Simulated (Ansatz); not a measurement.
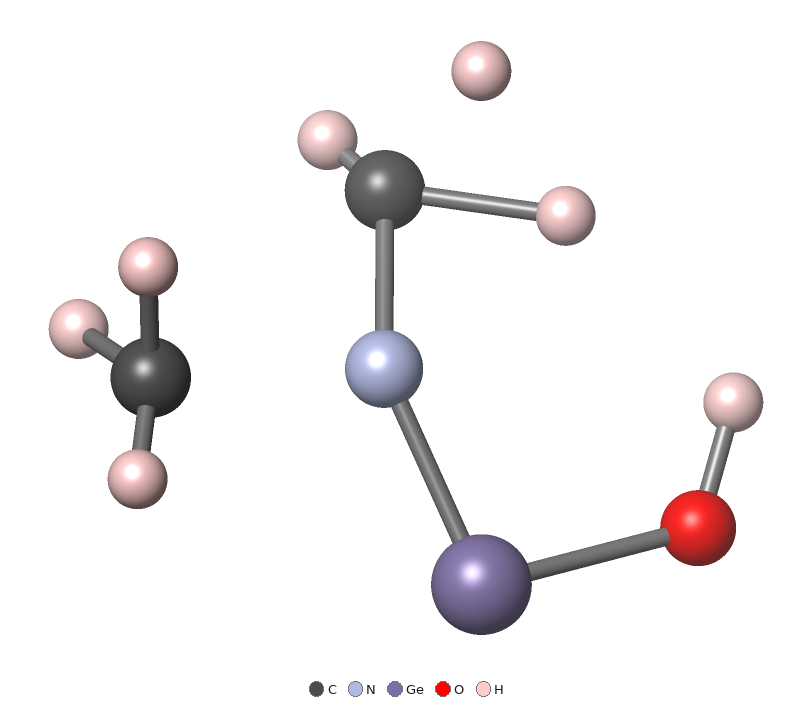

Starting geometry of the run.

The calculation was set up as follows.

```yaml
crystal:
  periodic: [false, false, false]
  atoms:
    - {symbol: C, position_ang: [-0.816504, 0.208837, 0.875835]}
    - {symbol: N, position_ang: [0.139007, -0.030150, -0.201023]}
    - {symbol: C, position_ang: [0.779658, -1.621241, 0.183044]}
    - {symbol: Ge, position_ang: [0.458656, 0.330840, -1.786504]}
    - {symbol: O, position_ang: [-0.291756, 1.874902, -1.833496]}
    - {symbol: H, position_ang: [-0.058481, 1.063311, 1.692438]}
    - {symbol: H, position_ang: [-0.603687, 1.414516, 0.473679]}
    - {symbol: H, position_ang: [-1.228406, -0.122825, 1.238493]}
    - {symbol: H, position_ang: [1.353370, -1.843120, -0.408046]}
    - {symbol: H, position_ang: [-0.299301, -2.074411, 0.442296]}
    - {symbol: H, position_ang: [1.233675, -1.465290, 1.028919]}
    - {symbol: H, position_ang: [-0.672561, 2.287556, -1.075219]}
basis:
  gaussian: {orbitals: def2-TZVPP}
hamiltonian: {xc: {name: PBE}}
```

Command:

```sh
ansatz run in.yaml --threads 4 --pin off --events-out ev --progress --plain --max-ram 10444MiB
```

What the program printed:

```
Functional definition: PBE
  name "PBE"
  cite "Perdew, Burke & Ernzerhof, Phys. Rev. Lett. 77, 3865 (1996) doi:10.1103/PhysRevLett.77.3865"
  parent pbe
  parameter kappa = 0.804
  parameter beta = 0.06672455060314922
  exchange = pbe_x(kappa = kappa, mu = beta*pi^2/3)
  correlation = pbe_c(beta = beta)
1437 factors; their error is unknown
mean field evaluation 1: about -62187.8872 eV, gradient 1.1e2 eV
mean field evaluation 2: about -62101.6405 eV, gradient 2.1e2 eV
mean field evaluation 4: about -62210.8678 eV, gradient 4.1e1 eV
mean field evaluation 8: about -62214.3262 eV, gradient 4.9e-1 eV
mean field evaluation 16: about -62214.3012 eV, gradient 2.6e-3 eV
mean field -62214.30118566 eV, -2286.3333982051 hartree, gradient 1.7e-5 eV, S^2 0.000000; 0 other end points of the search recorded, 0 dependent functions left out
reference -62214.30122433 eV, -2286.3333996261 hartree; 33, 33 occupied and 237, 237 virtual orbitals, 1437 factors
Total energy: -62214.30122433 eV, -2286.3333996261 hartree
```

Self-consistency was reached.
